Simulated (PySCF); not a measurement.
C5H7F3O

```xyz
16

F     3.0585   -0.0015   -1.5430
C     2.2811    0.1813   -0.4710
F     2.6411   -0.7816    0.4240
O     0.9952    0.0669   -0.8471
C     0.0422    0.4621    0.1268
C    -1.3955    0.4393   -0.4073
C    -1.8211   -0.3427    0.8426
F    -2.5524   -1.4721    0.5930
C    -0.3465   -0.5894    1.1847
H     2.5376    1.1554   -0.0037
H     0.3400    1.4248    0.5602
H    -1.4632   -0.1775   -1.2998
H    -1.8717    1.3995   -0.5815
H    -2.3795    0.2332    1.5850
H    -0.0362   -1.5876    0.8841
H    -0.0371   -0.4010    2.2090
```

Geometry: GFN2-xTB.

These are results of PBE0/pcSseg-1, SCF density, gas phase, non-relativistic in PySCF, not measurements.

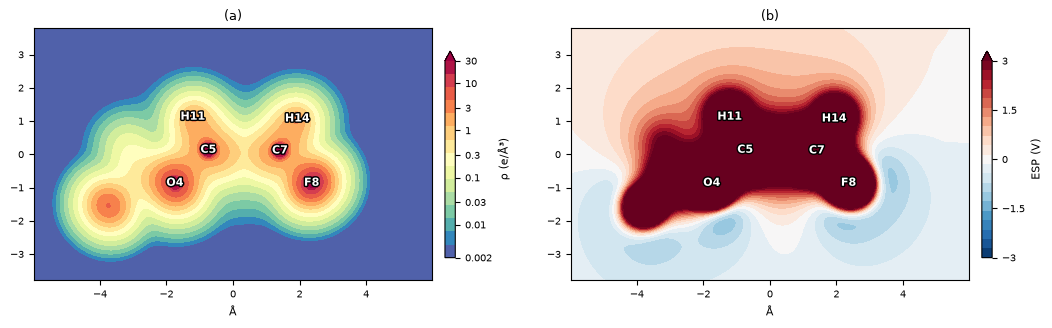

Figure 1. (a) total electron density; (b) electrostatic potential on the plane of atoms F8, C7 and H14.

**What do the fields say about this system?**

- Atoms in the plane: O, C, F and H.
- C–H (1.10 Å): the density is about 2 e/Å³ at the midpoint.
- C–O (1.42 Å): ρ at the midpoint is about 2 e/Å³, with its minimum of 1.7 e/Å³ about 0.5 Å from C.
- Outside the dense part of the molecule the potential is most negative (−1.2 V) near O4.

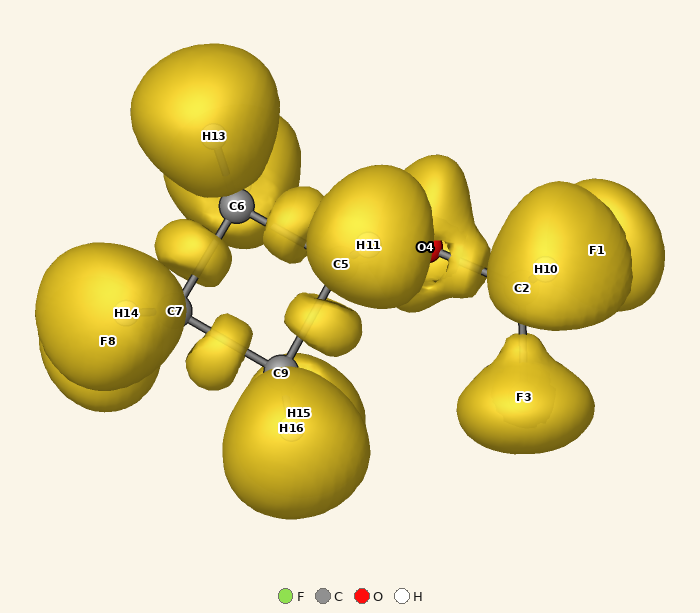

Figure 2. Isosurface of the ELF at 0.75 (yellow), seen across its widest extent. Core shells and regions of very low density are left out.

**Where are the electrons localised?**

The surface consists of four regions between bonded C–C atoms (shared pairs), seven regions around hydrogen nuclei, three regions on F in which the atom's valence shell and bonds are merged and one region on O in which the atom's valence shell and bonds are merged.


C–F (1.34 Å): the ELF peaks at about 0.85 between the atoms, as expected for a shared but strongly polarised pair. C–O (1.34 Å): the ELF peaks at about 0.90 between the atoms; a shared but strongly polarised pair.

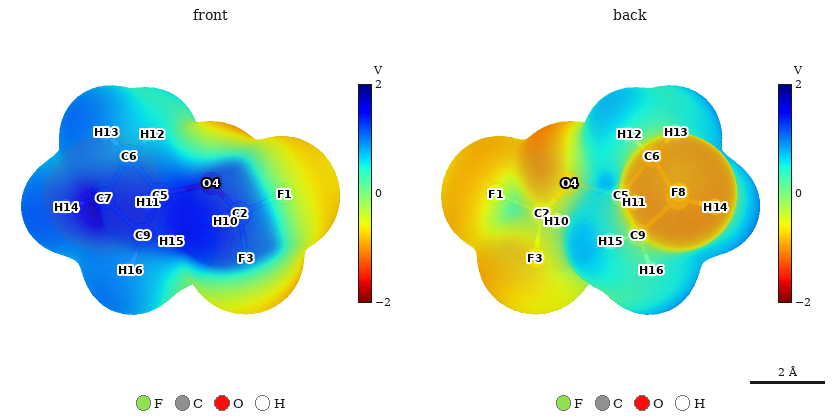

Figure 3. The electrostatic potential painted on the density surface at 0.002 e/bohr³, seen from the front and from behind; the colour scale runs from red (negative) to blue (positive).

**Where is the surface potential most negative and most positive?**

The most negative region (about −1.1 V) lies over O4, the most positive (about +1.6 V) over C5, C6, C7 and C9. O4 is the likeliest acceptor of a hydrogen bond.
